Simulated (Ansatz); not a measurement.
## BSi2H6OF: geometry relaxation (part 1 of 2)

System: BSi2H6OF, SMILES OB(F)[SiH2][SiH3].
Method: RKS PBE0-D4/def2-TZVP (Ansatz 0.2.0).

The geometry: PBE-D4/def2-SVP start. Figures and captions count atoms from 1; the log counts them from 0 in places.

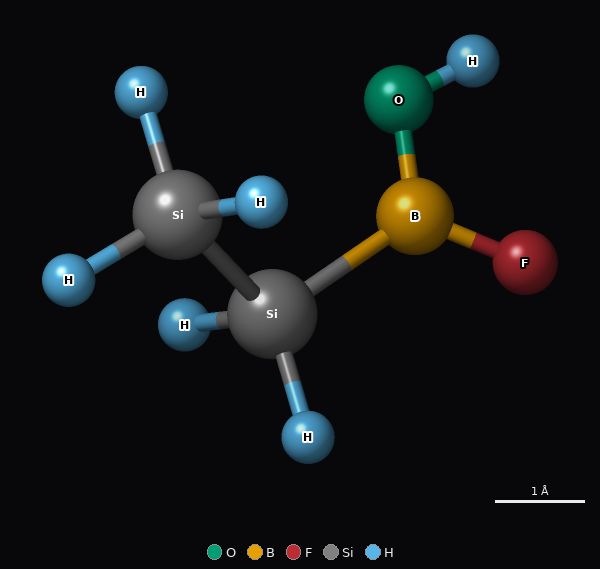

Fig. 1: The input geometry (ball-and-stick view, seen at a tilt). Bond lengths as drawn: B–F 1.35 Å, B–O 1.36 Å, B–Si 2.04 Å, H–O 0.98 Å, H–Si 1.51 Å and Si–Si 2.35 Å.

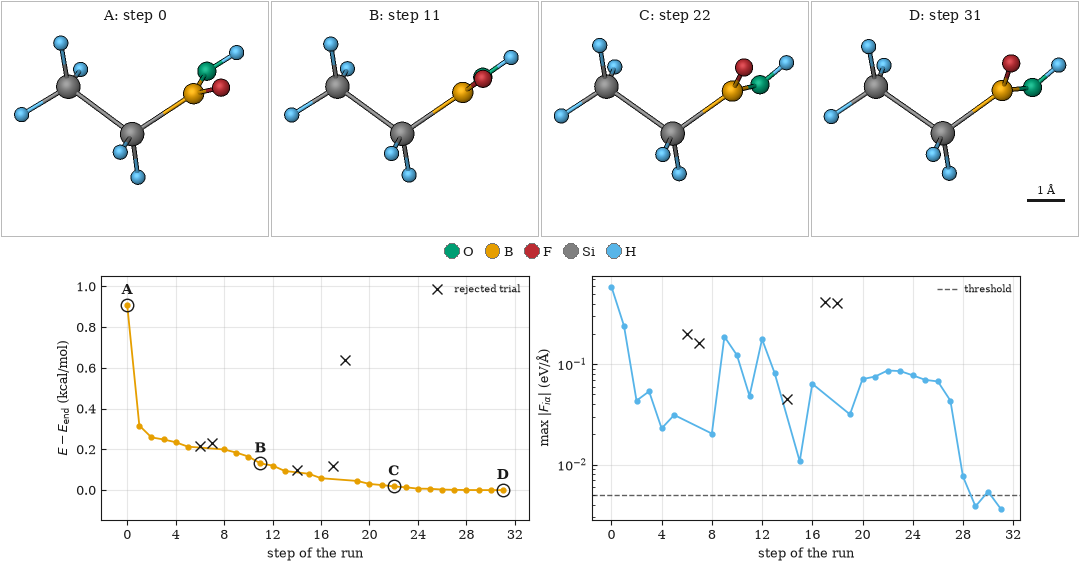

Fig. 2: Frames of the relaxation (ball-and-stick view, seen at a tilt) above the curves, on which the letters mark them (the first geometry is step 0 here and step 1 in the log).

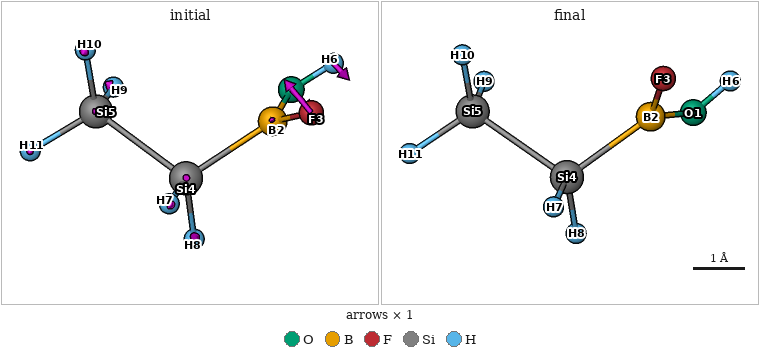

Fig. 3: Before (left) and after (right) the relaxation, at one scale (ball-and-stick view, seen at a tilt). The pink arrows give the displacements, at true length. F3 moves most after the best rigid fit: 0.87 Å. By element the largest moves are F 0.87 Å, O 0.63 Å, H 0.49 Å, Si 0.13 Å, B 0.11 Å. Among the contacts that change: Si4–H7 1.506 → 1.489 Å, O1–H6 0.979 → 0.965 Å, Si4–Si5 2.353 → 2.342 Å, B2–F3 1.349 → 1.338 Å. Among the angles that change: O1–B2–Si4 118.7° → 120.9°, F3–B2–Si4 122.3° → 120.2°. The energy falls by 0.91 kcal/mol in 31 geometry steps. Largest force component: 0.59 eV/Å at the start, 0.0037 eV/Å at the end. The line search rejected the trial steps at points 6, 7, 14, 17, 18 (counted from 0) and went back. (Atoms are counted from 1 in the order of the input.)

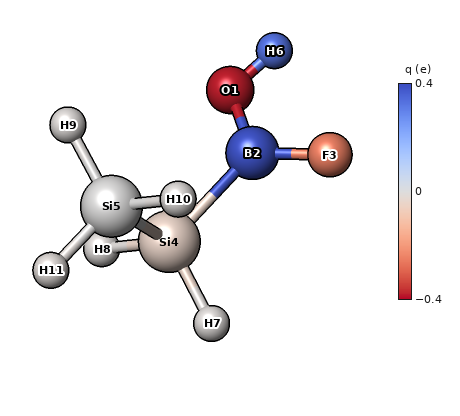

Fig. 4: Mulliken charges, as the colour of each atom (ball-and-stick view, seen at a tilt; atoms are numbered from 1 in the order of the input). By element: O −0.38, B +0.38, F −0.25, Si −0.04 to 0.00 and H −0.01 to +0.33 e.

The input that produced these results follows, with the program's output.

## The input
```yaml
crystal:
  periodic: [false, false, false]
  atoms:
    - {symbol: O, position_ang: [-2.078157, 0.866082, -0.145363]}
    - {symbol: B, position_ang: [-1.120545, 0.639871, -1.080840]}
    - {symbol: F, position_ang: [-1.129743, 1.367645, -2.216232]}
    - {symbol: Si, position_ang: [0.308422, -0.760347, -0.698503]}
    - {symbol: Si, position_ang: [1.280450, -0.290561, 1.392499]}
    - {symbol: H, position_ang: [-2.707800, 1.561888, -0.424787]}
    - {symbol: H, position_ang: [1.364663, -0.784876, -1.772299]}
    - {symbol: H, position_ang: [-0.318031, -2.131214, -0.621627]}
    - {symbol: H, position_ang: [0.212274, -0.286116, 2.453594]}
    - {symbol: H, position_ang: [1.928145, 1.069531, 1.368761]}
    - {symbol: H, position_ang: [2.325721, -1.308804, 1.765299]}
basis:
  gaussian: {orbitals: def2-TZVP}
hamiltonian: {xc: pbe0, dispersion: d4}
relax: {f_tol: 0.005, max_steps: 150}
```

Command:
```bash
ansatz run in.yaml --threads 4 --pin off --events-out ev --progress --plain --max-ram 10444MiB
```

## What the program printed
```
Functional definition: PBE0
  name "PBE0"
  cite "Adamo & Barone, J. Chem. Phys. 110, 6158 (1999) doi:10.1063/1.478522"
  cite "Perdew, Burke & Ernzerhof, Phys. Rev. Lett. 77, 3865 (1996) doi:10.1103/PhysRevLett.77.3865"
  parent pbe
  parameter a = 0.25
  parameter kappa = 0.804
  parameter beta = 0.06672455060314922
  exchange = (1 - a)*pbe_x(kappa = kappa, mu = beta*pi^2/3) + a*exact_x
  correlation = pbe_c(beta = beta)
1276 factors; their error is unknown
mean field evaluation 1: about -21281.9008 eV, gradient 5.2e1 eV
mean field evaluation 2: about -21276.4700 eV, gradient 7.7e1 eV
mean field evaluation 4: about -21286.1809 eV, gradient 4.0e0 eV
mean field evaluation 8: about -21286.1994 eV, gradient 3.9e-2 eV
mean field evaluation 16: about -21286.2819 eV, gradient 1.4e-5 eV
mean field -21286.28192650 eV, -782.2564324388 hartree, gradient 1.4e-5 eV, S^2 0.000000; 0 other end points of the search recorded, 0 dependent functions left out
the calculation of the forces begins
reference -21286.28196492 eV, -782.2564338508 hartree; 28, 28 occupied and 175, 175 virtual orbitals, 1276 factors
relax step   1: F+E_penalty+E_count = -21286.47695455 eV  Δ(F+E_penalty+E_count) = +0.000e0 eV  max|allowed force component| = 5.917e-1 eV/Å  Δτ_max = 0.0000 Å  (27 SCF iters, accepted)
these checks for a lower state are left out or cut short: starts, cluster_reference, orbital_swaps, neighbouring_geometries, increment
1276 factors; their error is unknown
mean field -21286.30712117 eV, -782.2573583260 hartree, gradient 1.2e-5 eV, S^2 0.000000; 0 other end points of the search recorded, 0 dependent functions left out
[... from here on the field's lines of each further geometry are left out, up to the last ...]
relax step   2: F+E_penalty+E_count = -21286.50260039 eV  Δ(F+E_penalty+E_count) = -2.565e-2 eV  max|allowed force component| = 2.414e-1 eV/Å  Δτ_max = 0.0249 Å  (32 SCF iters, accepted)
relax step   3: F+E_penalty+E_count = -21286.50512713 eV  Δ(F+E_penalty+E_count) = -2.527e-3 eV  max|allowed force component| = 4.343e-2 eV/Å  Δτ_max = 0.0279 Å  (31 SCF iters, accepted)
relax step   4: F+E_penalty+E_count = -21286.50556672 eV  Δ(F+E_penalty+E_count) = -4.396e-4 eV  max|allowed force component| = 5.370e-2 eV/Å  Δτ_max = 0.0244 Å  (31 SCF iters, accepted)
relax step   5: F+E_penalty+E_count = -21286.50615465 eV  Δ(F+E_penalty+E_count) = -5.879e-4 eV  max|allowed force component| = 2.299e-2 eV/Å  Δτ_max = 0.0089 Å  (32 SCF iters, accepted)
relax step   6: F+E_penalty+E_count = -21286.50709197 eV  Δ(F+E_penalty+E_count) = -9.373e-4 eV  max|allowed force component| = 3.128e-2 eV/Å  Δτ_max = 0.0506 Å  (30 SCF iters, accepted)
relax step   7: F+E_penalty+E_count = -21286.50699396 eV  Δ(F+E_penalty+E_count) = +9.801e-5 eV  max|allowed force component| = 2.007e-1 eV/Å  Δτ_max = 0.1149 Å  (29 SCF iters, rejected (line search))
relax step   8: F+E_penalty+E_count = -21286.50626474 eV  Δ(F+E_penalty+E_count) = +8.272e-4 eV  max|allowed force component| = 1.632e-1 eV/Å  Δτ_max = 0.0574 Å  (30 SCF iters, rejected (line search))
relax step   9: F+E_penalty+E_count = -21286.50770198 eV  Δ(F+E_penalty+E_count) = -6.100e-4 eV  max|allowed force component| = 2.042e-2 eV/Å  Δτ_max = 0.0276 Å  (31 SCF iters, accepted)
relax step  10: F+E_penalty+E_count = -21286.50835871 eV  Δ(F+E_penalty+E_count) = -6.567e-4 eV  max|allowed force component| = 1.882e-1 eV/Å  Δτ_max = 0.0976 Å  (29 SCF iters, accepted)
relax step  11: F+E_penalty+E_count = -21286.50919855 eV  Δ(F+E_penalty+E_count) = -8.398e-4 eV  max|allowed force component| = 1.229e-1 eV/Å  Δτ_max = 0.0235 Å  (31 SCF iters, accepted)
relax step  12: F+E_penalty+E_count = -21286.51067310 eV  Δ(F+E_penalty+E_count) = -1.475e-3 eV  max|allowed force component| = 4.836e-2 eV/Å  Δτ_max = 0.0911 Å  (30 SCF iters, accepted)
relax step  13: F+E_penalty+E_count = -21286.51112196 eV  Δ(F+E_penalty+E_count) = -4.489e-4 eV  max|allowed force component| = 1.773e-1 eV/Å  Δτ_max = 0.1313 Å  (30 SCF iters, accepted)
relax step  14: F+E_penalty+E_count = -21286.51227187 eV  Δ(F+E_penalty+E_count) = -1.150e-3 eV  max|allowed force component| = 8.171e-2 eV/Å  Δτ_max = 0.0128 Å  (32 SCF iters, accepted)
relax step  15: F+E_penalty+E_count = -21286.51208841 eV  Δ(F+E_penalty+E_count) = +1.835e-4 eV  max|allowed force component| = 4.502e-2 eV/Å  Δτ_max = 0.0407 Å  (31 SCF iters, rejected (line search))
relax step  16: F+E_penalty+E_count = -21286.51287699 eV  Δ(F+E_penalty+E_count) = -6.051e-4 eV  max|allowed force component| = 1.082e-2 eV/Å  Δτ_max = 0.0197 Å  (31 SCF iters, accepted)
relax step  17: F+E_penalty+E_count = -21286.51381849 eV  Δ(F+E_penalty+E_count) = -9.415e-4 eV  max|allowed force component| = 6.389e-2 eV/Å  Δτ_max = 0.0856 Å  (29 SCF iters, accepted)
relax step  18: F+E_penalty+E_count = -21286.51123480 eV  Δ(F+E_penalty+E_count) = +2.584e-3 eV  max|allowed force component| = 4.134e-1 eV/Å  Δτ_max = 0.1309 Å  (29 SCF iters, rejected (line search))
relax step  19: F+E_penalty+E_count = -21286.48855857 eV  Δ(F+E_penalty+E_count) = +2.526e-2 eV  max|allowed force component| = 4.090e-1 eV/Å  Δτ_max = 0.0654 Å  (29 SCF iters, rejected (line search))
relax step  20: F+E_penalty+E_count = -21286.51440199 eV  Δ(F+E_penalty+E_count) = -5.835e-4 eV  max|allowed force component| = 3.170e-2 eV/Å  Δτ_max = 0.0327 Å  (31 SCF iters, accepted)
relax step  21: F+E_penalty+E_count = -21286.51504192 eV  Δ(F+E_penalty+E_count) = -6.399e-4 eV  max|allowed force component| = 7.106e-2 eV/Å  Δτ_max = 0.0734 Å  (29 SCF iters, accepted)
relax step  22: F+E_penalty+E_count = -21286.51527295 eV  Δ(F+E_penalty+E_count) = -2.310e-4 eV  max|allowed force component| = 7.541e-2 eV/Å  Δτ_max = 0.0262 Å  (29 SCF iters, accepted)
relax step  23: F+E_penalty+E_count = -21286.51555830 eV  Δ(F+E_penalty+E_count) = -2.854e-4 eV  max|allowed force component| = 8.660e-2 eV/Å  Δτ_max = 0.0466 Å  (29 SCF iters, accepted)
relax step  24: F+E_penalty+E_count = -21286.51575532 eV  Δ(F+E_penalty+E_count) = -1.970e-4 eV  max|allowed force component| = 8.549e-2 eV/Å  Δτ_max = 0.0231 Å  (30 SCF iters, accepted)
relax step  25: F+E_penalty+E_count = -21286.51603566 eV  Δ(F+E_penalty+E_count) = -2.803e-4 eV  max|allowed force component| = 7.754e-2 eV/Å  Δτ_max = 0.0423 Å  (29 SCF iters, accepted)
relax step  26: F+E_penalty+E_count = -21286.51607044 eV  Δ(F+E_penalty+E_count) = -3.478e-5 eV  max|allowed force component| = 6.984e-2 eV/Å  Δτ_max = 0.0387 Å  (29 SCF iters, accepted)
relax step  27: F+E_penalty+E_count = -21286.51623070 eV  Δ(F+E_penalty+E_count) = -1.603e-4 eV  max|allowed force component| = 6.744e-2 eV/Å  Δτ_max = 0.0190 Å  (30 SCF iters, accepted)
relax step  28: F+E_penalty+E_count = -21286.51629389 eV  Δ(F+E_penalty+E_count) = -6.319e-5 eV  max|allowed force component| = 4.343e-2 eV/Å  Δτ_max = 0.0017 Å  (23 SCF iters, accepted)
relax step  29: F+E_penalty+E_count = -21286.51633131 eV  Δ(F+E_penalty+E_count) = -3.742e-5 eV  max|allowed force component| = 7.649e-3 eV/Å  Δτ_max = 0.0054 Å  (31 SCF iters, accepted)
relax step  30: F+E_penalty+E_count = -21286.51634664 eV  Δ(F+E_penalty+E_count) = -1.533e-5 eV  max|allowed force component| = 3.853e-3 eV/Å  Δτ_max = 0.0041 Å  (23 SCF iters, accepted)
relax step  31: F+E_penalty+E_count = -21286.51635150 eV  Δ(F+E_penalty+E_count) = -4.868e-6 eV  max|allowed force component| = 5.417e-3 eV/Å  Δτ_max = 0.0065 Å  (31 SCF iters, accepted)
the calculation of the forces begins
reference -21286.32287616 eV, -782.2579373112 hartree; 28, 28 occupied and 175, 175 virtual orbitals, 1276 factors
relax step  32: F+E_penalty+E_count = -21286.51635429 eV  Δ(F+E_penalty+E_count) = -2.785e-6 eV  max|allowed force component| = 3.662e-3 eV/Å  Δτ_max = 0.0099 Å  (31 SCF iters, accepted)
1276 factors; their error is unknown
mean field -21286.32283743 eV, -782.2579358877 hartree, gradient 6.1e-5 eV, S^2 0.000000; 1 other end points of the search recorded, 0 dependent functions left out
the calculation of the forces begins
reference -21286.32287616 eV, -782.2579373111 hartree; 28, 28 occupied and 175, 175 virtual orbitals, 1276 factors
Total energy: -21286.51639302 eV, -782.2650489246 hartree
Atom 0 at    -2.403046     0.579700    -0.590678 Å, force     0.003662    -0.000590    -0.001824 eV/Å
Atom 1 at    -1.118961     0.692244    -0.984246 Å, force    -0.003331    -0.000958     0.003645 eV/Å
Atom 2 at    -0.727408     1.816659    -1.594397 Å, force    -0.000774     0.000131    -0.000677 eV/Å
Atom 3 at     0.219775    -0.782963    -0.604824 Å, force     0.000836    -0.000190     0.000033 eV/Å
Atom 4 at     1.384321    -0.273504     1.362399 Å, force    -0.000327     0.001453    -0.000053 eV/Å
Atom 5 at    -2.935770     1.357143    -0.796929 Å, force     0.000281     0.001192    -0.000286 eV/Å
Atom 6 at     1.198237    -0.887253    -1.722856 Å, force     0.000100    -0.000150    -0.000128 eV/Å
Atom 7 at    -0.465643    -2.093459    -0.440233 Å, force    -0.000419    -0.000223    -0.000407 eV/Å
Atom 8 at     0.436857    -0.175790     2.505525 Å, force     0.000579    -0.000014    -0.000482 eV/Å
Atom 9 at     2.082963     1.032183     1.216967 Å, force    -0.000086    -0.000924     0.000522 eV/Å
Atom 10 at     2.394075    -1.321861     1.669774 Å, force    -0.000522     0.000274    -0.000343 eV/Å
Dipole moment:    -0.227061     0.128999    -0.026109 e Å
```

## Trajectory as extended XYZ (Å, eV, eV/Å), 32 frames, from step=1 to step=32
```
11
Properties=species:S:1:pos:R:3:forces:R:3 step=1 energy=-21286.47695
O    -2.0782    0.8661   -0.1454   -0.1589   0.4773  -0.5917
B    -1.1205    0.6399   -1.0808   -0.1722   0.1967  -0.0874
F    -1.1297    1.3676   -2.2162   -0.0212  -0.2754   0.4687
Si    0.3084   -0.7603   -0.6985    0.1298  -0.2192  -0.0675
Si    1.2805   -0.2906    1.3925    0.0679   0.0647   0.1871
H    -2.7078    1.5619   -0.4248    0.4036  -0.4813   0.2307
H     1.3647   -0.7849   -1.7723   -0.2311   0.0128   0.2138
H    -0.3180   -2.1312   -0.6216    0.1037   0.3046  -0.0352
H     0.2123   -0.2861    2.4536    0.2284  -0.0076  -0.2245
H     1.9281    1.0695    1.3688   -0.1295  -0.2831   0.0020
H     2.3257   -1.3088    1.7653   -0.2204   0.2106  -0.0961
11
Properties=species:S:1:pos:R:3:forces:R:3 step=2 energy=-21286.50260
O    -2.0851    0.8608   -0.1563   -0.0191   0.1584  -0.2414
B    -1.1160    0.6354   -1.0721   -0.0551   0.0833  -0.0396
F    -1.1132    1.3599   -2.2011   -0.0108  -0.1031   0.1828
Si    0.3106   -0.7584   -0.6846    0.0032  -0.0459  -0.0551
Si    1.2822   -0.2869    1.3916    0.0299  -0.0054   0.0717
H    -2.7055    1.5498   -0.4376    0.0917  -0.1449   0.0939
H     1.3494   -0.7794   -1.7559   -0.0523   0.0024   0.0523
H    -0.3281   -2.1086   -0.6238    0.0368   0.0697   0.0088
H     0.2265   -0.2879    2.4450    0.0605   0.0003  -0.0490
H     1.9274    1.0589    1.3677   -0.0363  -0.0684  -0.0065
H     2.3173   -1.3008    1.7476   -0.0484   0.0537  -0.0178
11
Properties=species:S:1:pos:R:3:forces:R:3 step=3 energy=-21286.50513
O    -2.0982    0.8632   -0.1726    0.0385   0.0063  -0.0434
B    -1.1162    0.6446   -1.0719   -0.0395  -0.0259   0.0027
F    -1.1086    1.3631   -2.1993    0.0238   0.0007   0.0159
Si    0.3072   -0.7496   -0.6783    0.0105  -0.0075   0.0242
Si    1.2901   -0.2965    1.3954   -0.0020   0.0264  -0.0119
H    -2.7222    1.5409   -0.4581   -0.0346   0.0112   0.0217
H     1.3408   -0.7730   -1.7479    0.0087  -0.0035  -0.0115
H    -0.3281   -2.0953   -0.6082   -0.0161  -0.0088  -0.0142
H     0.2444   -0.2956    2.4514   -0.0069  -0.0013   0.0157
H     1.9309    1.0456    1.3625    0.0120   0.0158   0.0132
H     2.3254   -1.3043    1.7475    0.0056  -0.0133  -0.0124
11
Properties=species:S:1:pos:R:3:forces:R:3 step=4 energy=-21286.50557
O    -2.1075    0.8552   -0.1808    0.0011  -0.0406  -0.0154
B    -1.1220    0.6361   -1.0748    0.0537   0.0449   0.0516
F    -1.0911    1.3754   -2.1875   -0.0008  -0.0044  -0.0353
Si    0.3042   -0.7536   -0.6756   -0.0268  -0.0037  -0.0026
Si    1.2917   -0.2915    1.3949   -0.0137   0.0075  -0.0122
H    -2.7242    1.5415   -0.4600   -0.0401   0.0255   0.0069
H     1.3372   -0.7774   -1.7452    0.0143  -0.0020  -0.0162
H    -0.3339   -2.0978   -0.6104    0.0008  -0.0240   0.0096
H     0.2502   -0.2926    2.4546   -0.0110  -0.0032   0.0197
H     1.9341    1.0497    1.3665    0.0083   0.0165  -0.0033
H     2.3266   -1.3018    1.7388    0.0141  -0.0165  -0.0028
11
Properties=species:S:1:pos:R:3:forces:R:3 step=5 energy=-21286.50615
O    -2.1124    0.8531   -0.1849    0.0057  -0.0144  -0.0093
B    -1.1193    0.6407   -1.0722    0.0154   0.0038   0.0146
F    -1.0871    1.3777   -2.1866    0.0081   0.0085  -0.0178
Si    0.3037   -0.7531   -0.6740   -0.0221   0.0075   0.0024
Si    1.2925   -0.2902    1.3958   -0.0009  -0.0065  -0.0102
H    -2.7307    1.5382   -0.4652   -0.0230   0.0091   0.0072
H     1.3360   -0.7790   -1.7451    0.0087   0.0002  -0.0060
H    -0.3353   -2.0976   -0.6076    0.0004  -0.0085   0.0095
H     0.2537   -0.2926    2.4592   -0.0041  -0.0017   0.0092
H     1.9376    1.0503    1.3681    0.0022   0.0074  -0.0032
H     2.3267   -1.3044    1.7330    0.0096  -0.0053   0.0034
11
Properties=species:S:1:pos:R:3:forces:R:3 step=6 energy=-21286.50709
O    -2.1397    0.8365   -0.2104    0.0005  -0.0260  -0.0232
B    -1.1191    0.6498   -1.0725   -0.0056   0.0313   0.0237
F    -1.0567    1.4136   -2.1681    0.0079  -0.0136   0.0034
Si    0.2959   -0.7491   -0.6646   -0.0060  -0.0042  -0.0134
Si    1.3041   -0.2925    1.3978   -0.0078   0.0100  -0.0023
H    -2.7611    1.5171   -0.4948    0.0010   0.0113   0.0070
H     1.3253   -0.7860   -1.7392    0.0034  -0.0026   0.0025
H    -0.3505   -2.0898   -0.5890    0.0010  -0.0031   0.0059
H     0.2759   -0.2930    2.4723    0.0037  -0.0012  -0.0005
H     1.9525    1.0470    1.3646    0.0007  -0.0028   0.0007
H     2.3387   -1.3105    1.7243    0.0010   0.0009  -0.0039
11
Properties=species:S:1:pos:R:3:forces:R:3 step=7 energy=-21286.50699 accepted=F
O    -2.2020    0.7943   -0.2676    0.1809  -0.0354  -0.1698
B    -1.1188    0.6663   -1.0696   -0.1520   0.1413  -0.0005
F    -0.9856    1.4903   -2.1204   -0.0479  -0.1353   0.2007
Si    0.2795   -0.7449   -0.6464    0.0047  -0.0095  -0.0261
Si    1.3244   -0.2919    1.3995   -0.0080   0.0096   0.0079
H    -2.8186    1.4795   -0.5515    0.0280   0.0182  -0.0087
H     1.3047   -0.8047   -1.7252   -0.0081  -0.0016   0.0111
H    -0.3801   -2.0784   -0.5511    0.0040   0.0105   0.0041
H     0.3204   -0.2907    2.4982    0.0140   0.0003  -0.0170
H     1.9822    1.0431    1.3576   -0.0051  -0.0100   0.0006
H     2.3593   -1.3198    1.6970   -0.0105   0.0119  -0.0023
11
Properties=species:S:1:pos:R:3:forces:R:3 step=8 energy=-21286.50626 accepted=F
O    -2.1703    0.8054   -0.2400   -0.0859   0.1289   0.0664
B    -1.1172    0.6576   -1.0650    0.0277  -0.1063  -0.1632
F    -1.0195    1.4474   -2.1401    0.0117   0.0370   0.0605
Si    0.2862   -0.7551   -0.6645    0.0195   0.0028   0.0293
Si    1.3009   -0.2847    1.3907    0.0449  -0.0386   0.0246
H    -2.7684    1.5185   -0.5002    0.0381  -0.0853   0.0015
H     1.3259   -0.8013   -1.7306   -0.0337   0.0022   0.0059
H    -0.3548   -2.0987   -0.5678   -0.0006   0.0367  -0.0107
H     0.2874   -0.2927    2.4803    0.0065   0.0064  -0.0174
H     1.9548    1.0525    1.3589   -0.0171  -0.0024  -0.0066
H     2.3404   -1.3057    1.6987   -0.0111   0.0187   0.0097
11
Properties=species:S:1:pos:R:3:forces:R:3 step=9 energy=-21286.50770
O    -2.1528    0.8234   -0.2225   -0.0134   0.0032  -0.0026
B    -1.1189    0.6516   -1.0707    0.0078   0.0091  -0.0165
F    -1.0392    1.4304   -2.1549    0.0042  -0.0059   0.0204
Si    0.2921   -0.7513   -0.6636   -0.0023  -0.0052  -0.0046
Si    1.3045   -0.2902    1.3955    0.0039  -0.0003   0.0020
H    -2.7656    1.5155   -0.4990    0.0040  -0.0058   0.0013
H     1.3231   -0.7923   -1.7368   -0.0036  -0.0017   0.0019
H    -0.3538   -2.0919   -0.5805    0.0003   0.0030   0.0022
H     0.2814   -0.2923    2.4751    0.0020   0.0005  -0.0024
H     1.9537    1.0487    1.3613   -0.0022  -0.0004  -0.0010
H     2.3410   -1.3085    1.7166   -0.0007   0.0034  -0.0008
```
